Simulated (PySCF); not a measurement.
System: C7H18PSi (charge +1).

```yaml
atoms:
  - { symbol: C, position_ang: [-2.3451, -2.0698, 0.5611] }
  - { symbol: C, position_ang: [-1.3886, -1.3107, 1.1016] }
  - { symbol: P, position_ang: [0.0368, -0.6906, 0.2147] }
  - { symbol: C, position_ang: [-0.0397, -1.2149, -1.5045] }
  - { symbol: C, position_ang: [1.5287, -1.3306, 0.9875] }
  - { symbol: Si, position_ang: [3.2146, -0.8657, 0.2010] }
  - { symbol: C, position_ang: [0.0355, 1.1174, 0.3158] }
  - { symbol: C, position_ang: [-1.1856, 1.7838, -0.3159] }
  - { symbol: C, position_ang: [-1.1559, 3.2946, -0.1432] }
  - { symbol: H, position_ang: [-2.3421, -2.3748, -0.4895] }
  - { symbol: H, position_ang: [-3.1849, -2.4218, 1.1673] }
  - { symbol: H, position_ang: [-1.4292, -1.0285, 2.1609] }
  - { symbol: H, position_ang: [0.8038, -0.7739, -2.0551] }
  - { symbol: H, position_ang: [-0.9796, -0.8767, -1.9625] }
  - { symbol: H, position_ang: [0.0288, -2.3105, -1.5687] }
  - { symbol: H, position_ang: [1.4379, -2.4301, 1.0104] }
  - { symbol: H, position_ang: [1.5236, -0.9890, 2.0371] }
  - { symbol: H, position_ang: [3.3489, 0.6179, 0.2117] }
  - { symbol: H, position_ang: [3.2285, -1.3668, -1.2019] }
  - { symbol: H, position_ang: [4.2667, -1.5152, 1.0235] }
  - { symbol: H, position_ang: [0.9730, 1.4687, -0.1485] }
  - { symbol: H, position_ang: [0.1105, 1.3619, 1.3902] }
  - { symbol: H, position_ang: [-2.1042, 1.3717, 0.1340] }
  - { symbol: H, position_ang: [-1.2278, 1.5366, -1.3897] }
  - { symbol: H, position_ang: [-0.2626, 3.7358, -0.6113] }
  - { symbol: H, position_ang: [-1.1539, 3.5767, 0.9207] }
  - { symbol: H, position_ang: [-2.0385, 3.7554, -0.6083] }
```

Geometry: PBE0-D3(BJ)/def2-SVP.

All numbers below come from PBE0/pcSseg-1, SCF density, gas phase, non-relativistic in PySCF.

Predict the electron density and electron localisation function between the atoms.

Answer. C–P (1.80 Å): ρ is about 1.2 e/Å³ halfway; the ELF peaks at about 0.95 between the atoms: a covalent bond.
C–H (1.10 Å): ρ at the midpoint is about 1.9 e/Å³; the ELF climbs to about 1 towards the hydrogen, as it does in any bond to H; an ordinary covalent bond to hydrogen.
C–C (1.52 Å): ρ at the midpoint is about 1.6 e/Å³; the ELF peaks at about 0.95 between the atoms, as expected for a covalent bond.

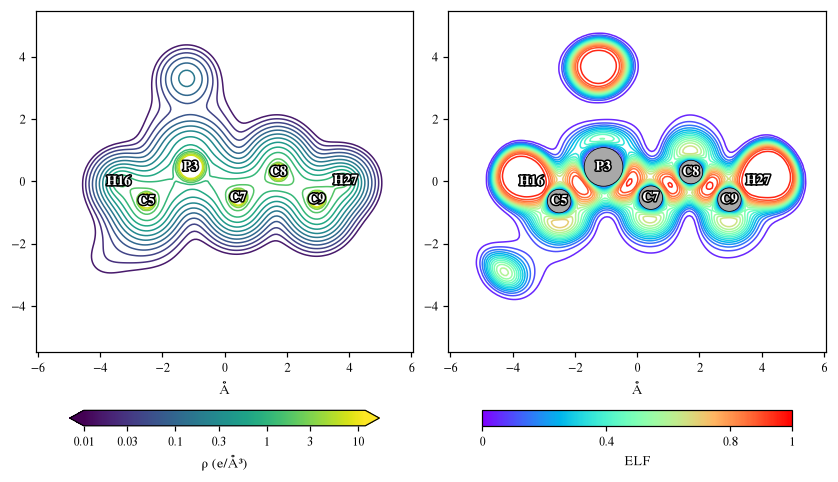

Computed electron density and electron localisation function on the plane of atoms C5, P3 and C7, in this order. Grey discs cover the atomic cores in the ELF map. 
